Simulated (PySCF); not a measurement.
## Electronic structure of C$_{4}$H$_{12}$B$_{2}$ (SMILES BCBCCC) in real space

```xyz
18

B    -2.3996   -0.6419    1.4326
C    -2.0633   -0.4427   -0.0151
B    -0.9682    0.7223    0.2920
C     0.5908    0.4532    0.2436
C     1.2067   -0.9051   -0.3570
C     2.7019   -0.7808   -0.5997
H    -2.1340   -1.5578    2.0420
H    -2.9089    0.2658    2.1119
H    -2.8227    0.0790   -0.5462
H    -1.6602   -1.3269   -0.4665
H    -1.1933    1.8152    0.3960
H     1.2067    0.6560    1.1949
H     0.7920    1.3295   -0.3773
H     0.7949   -0.9938   -1.3312
H     0.9172   -1.7631    0.2860
H     2.8292   -0.0833   -1.3467
H     3.2394   -0.5034    0.3202
H     3.0549   -1.7284   -1.0246
```

Geometry: GFN2-xTB, MD frame at 250 fs, 400 K.

The calculation used PBE0/pcSseg-1, SCF density, gas phase, non-relativistic (PySCF).

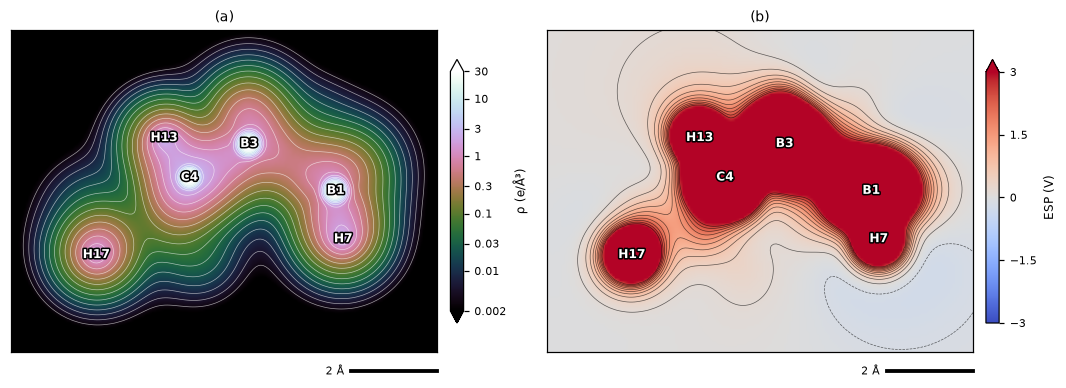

Figure 1. (a) total electron density; (b) electrostatic potential on the plane of atoms B3, C4 and H13.

> Interpret the plot.

The section cuts through B, C and H sites.
C–B (1.58 Å): the density is about 1.4 e/Å³ at the midpoint.
B–H (1.13 Å): the density is about 1.4 e/Å³ at the midpoint.
The potential has no marked negative region in this plane.

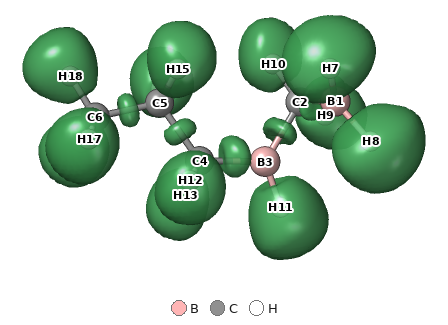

Figure 2. Isosurface of the ELF at 0.85 (green), seen across its widest extent. Only the valence region is drawn (cores and ρ < 0.01 e/Å³ removed).

> Identify the bonds, lone pairs and shells in this picture.

The surface consists of three regions between bonded B–C atoms (shared pairs), two regions between bonded C–C atoms (shared pairs) and twelve regions around hydrogen nuclei. Profiles from the grid: C–B (1.50 Å): the ELF peaks at about 0.95 between the atoms (localised, covalent bonding). C–C (1.52 Å): the ELF peaks at about 0.95 between the atoms (localised, covalent bonding).

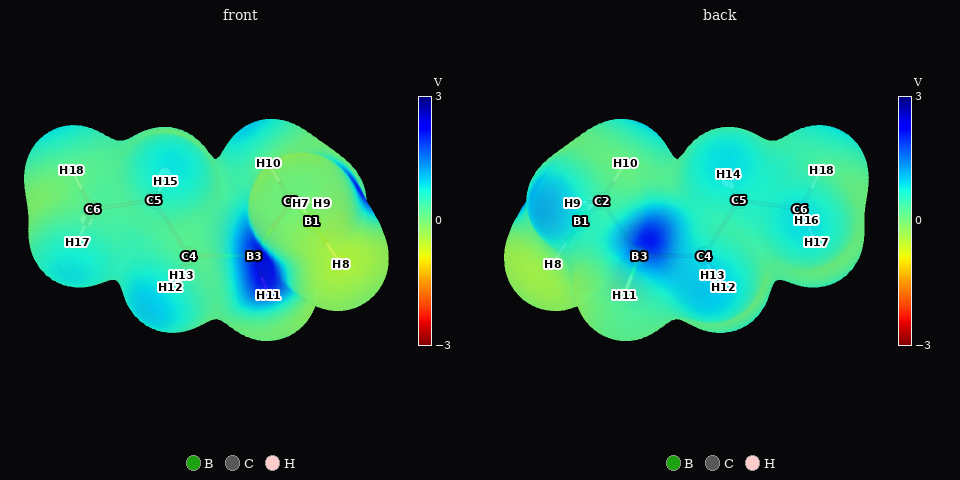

Figure 3. The molecular electrostatic potential painted on the density surface at 0.004 e/bohr³, seen from the front and from behind; the colour scale runs from red (negative) to blue (positive).

> Which sites attract a positive test charge, and which a negative one?

A positive charge is drawn to the negative regions and a negative charge to the positive ones. The most negative region (about −0.4 V) lies over H8, the most positive (about +2.3 V) over B1 and B3.

> What dipole moment does the calculation give?

Its dipole moment is 1.19 D.

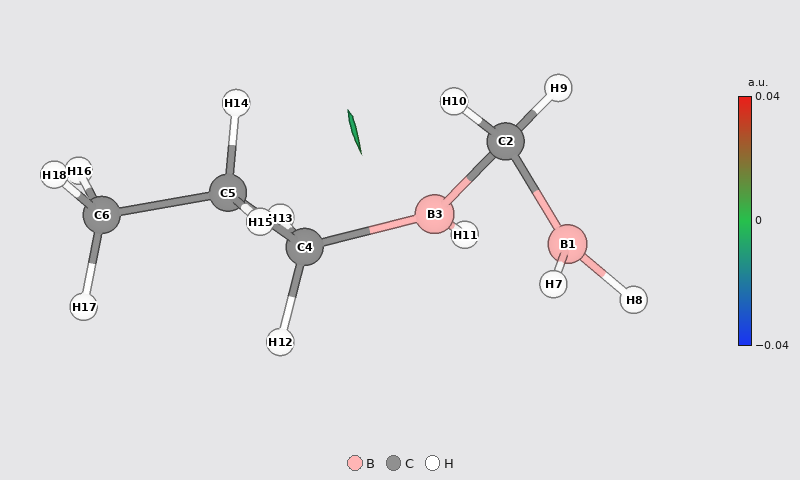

Figure 4. Non-covalent interaction (NCI) plot: the surface where the reduced density gradient is 0.4, for densities under 0.05 a.u., coloured by sign(λ₂)ρ; seen from one side.

> What holds or crowds the atoms apart from the covalent bonds?

Between H10 and C2 on one side and C5 and H14 on the other: a weak contact (green).
